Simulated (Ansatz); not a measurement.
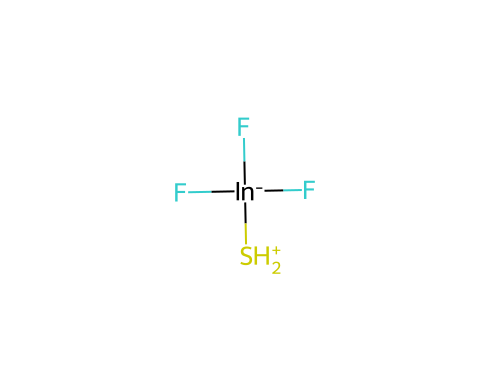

Skeletal drawing of a molecule.

Write the SMILES.

Answer. [F][In-]([F])([F])[SH2+]

Give the formula, hydrogens included.

Answer. F3H2InS.

An optimisation with PBE0-D4/def2-TZVP gave a structure of which point group?

Answer. Cs.

More results for the same structure follow; atom numbers are the same in all pictures, views and colours differ. The computed structure is the end point of a PBE0-D4/def2-TZVP optimisation.

Geometry

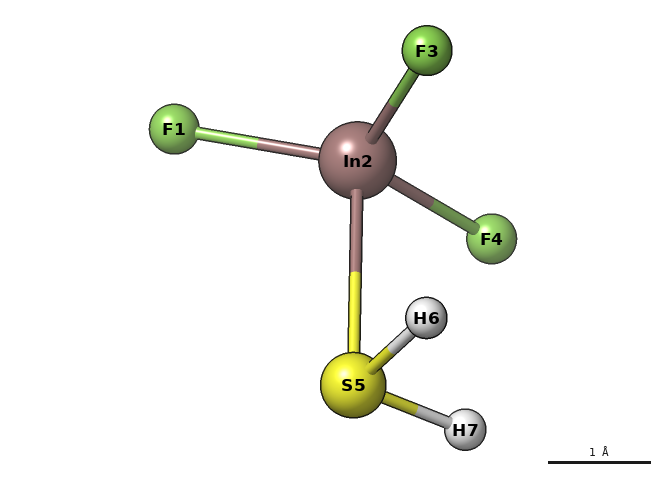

List the bonds and their lengths.

```csv
bond,length (Å)
F1–In2,1.933
In2–F3,1.946
In2–F4,1.946
In2–S5,2.676
S5–H6,1.347
S5–H7,1.347
```

Levels of theory compared

Program: Ansatz 0.2.0.

Tabulate HOMO–LUMO gap (eV) at these levels: B3LYP-D4/def2-TZVPP; B97M-V/def2-TZVPP; BHLYP-D4/def2-TZVPP; BLYP-D4/def2-TZVPP; CAM-B3LYP-D4/def2-TZVPP; PBE0-D4/def2-SVP; PBE0-D4/def2-TZVPP; SPW92 (LDA)/def2-TZVPP; r2SCAN-D4/def2-TZVPP; r2SCANh-D4/def2-TZVPP; revPBE-D4/def2-TZVPP; ωB97M-V/def2-QZVPP.

```json
{"level": "B3LYP-D4/def2-TZVPP", "HOMO–LUMO gap (eV)": "7.08"}
{"level": "B97M-V/def2-TZVPP", "HOMO–LUMO gap (eV)": "5.85"}
{"level": "BHLYP-D4/def2-TZVPP", "HOMO–LUMO gap (eV)": "9.95"}
{"level": "BLYP-D4/def2-TZVPP", "HOMO–LUMO gap (eV)": "5.08"}
{"level": "CAM-B3LYP-D4/def2-TZVPP", "HOMO–LUMO gap (eV)": "10.02"}
{"level": "PBE0-D4/def2-SVP", "HOMO–LUMO gap (eV)": "7.79"}
{"level": "PBE0-D4/def2-TZVPP", "HOMO–LUMO gap (eV)": "7.72"}
{"level": "SPW92 (LDA)/def2-TZVPP", "HOMO–LUMO gap (eV)": "5.01"}
{"level": "r2SCAN-D4/def2-TZVPP", "HOMO–LUMO gap (eV)": "5.84"}
{"level": "r2SCANh-D4/def2-TZVPP", "HOMO–LUMO gap (eV)": "6.77"}
{"level": "revPBE-D4/def2-TZVPP", "HOMO–LUMO gap (eV)": "5.26"}
{"level": "ωB97M-V/def2-QZVPP", "HOMO–LUMO gap (eV)": "11.75"}
```

Vibrations

Harmonic vibrations computed with RKS PBE0-D4/def2-TZVP, core potentials on In (Ansatz 0.2.0) at a stationary point of the same level.

List the wavenumbers.

Answer. 15 modes: 56, 62, 98, 125, 130, 150, 200, 463, 504, 573, 599, 614, 1199, 2690, 2702 cm⁻¹.

Dipole moment

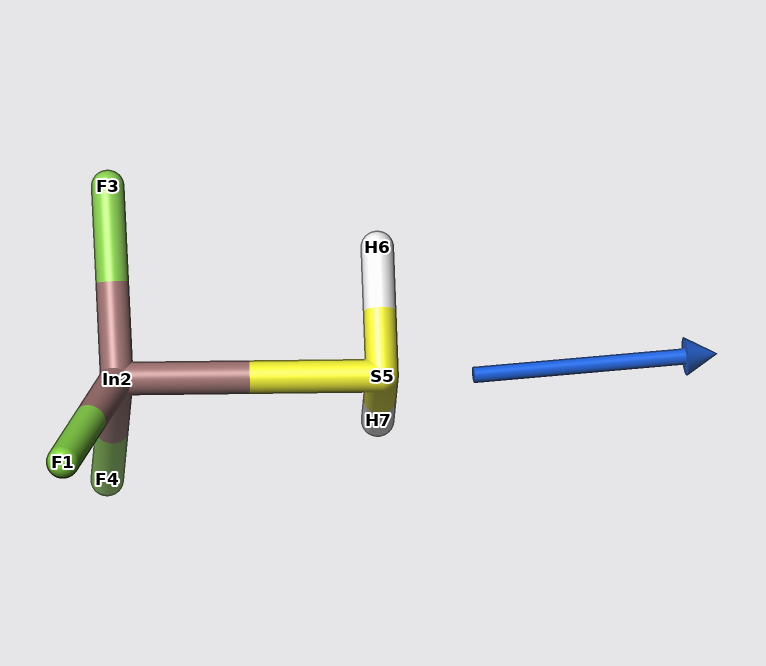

The arrow beside the molecule shows the direction of the dipole moment, from the negative to the positive end (its length means nothing). Method: RKS B3LYP-D4/def2-TZVPP, core potentials on In (Ansatz 0.2.0).

How large is the dipole moment?

Answer. 4.73 D; it points from the side of F1 to the side of S5, H6, H7 (the outermost atoms at the two ends).
